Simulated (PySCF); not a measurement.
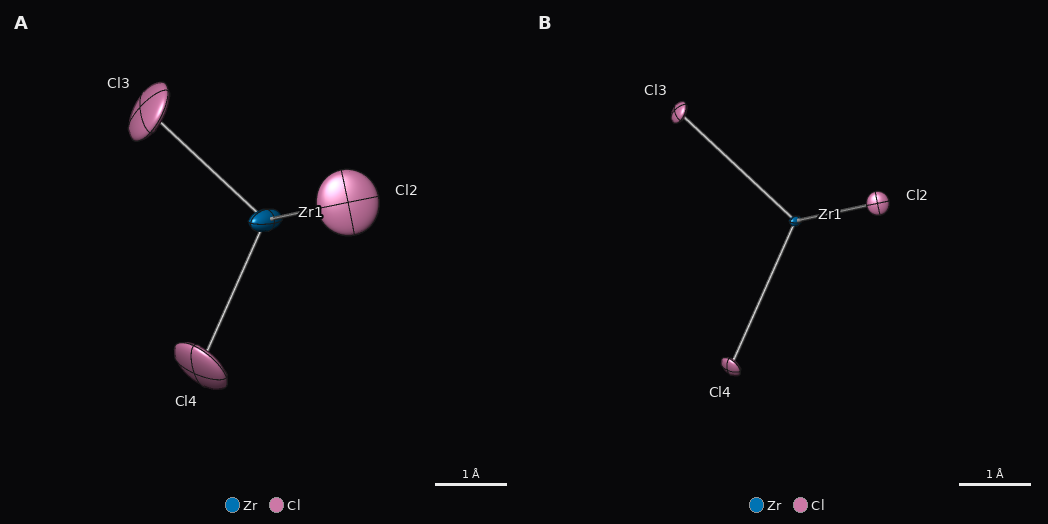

Displacement ellipsoids at the 50 % level, scaled by 2, from the internal vibrations of the free molecule (harmonic, no overall translation or rotation; no half-axis is drawn under 0.075 Å). State: charge +1, singlet. Vibrations computed with RKS-based PBE0, Zr def2-SVP with ECP28, Cl def2-SVP; scalar-relativistic core potentials; density fitting (PySCF 2.14.0). One panel is for 100 K, the other for 900 K.

**Which panel is for 900 K?**

A.

**How much does the mean-square displacement of Zr1 grow, and why?**

U_eq goes from 0.00082 to 0.0059 Å², a factor of 7.1. Modes below kT (626 cm⁻¹ at 900 K) grow about in proportion to T, and the lowest lies at 89 cm⁻¹; the mean-square amplitude of a mode is its zero-point value times coth(ħω/2kT), which comes close to 1 only above about 3kT.

The search tried a few shapes and spins; others may lie lower.
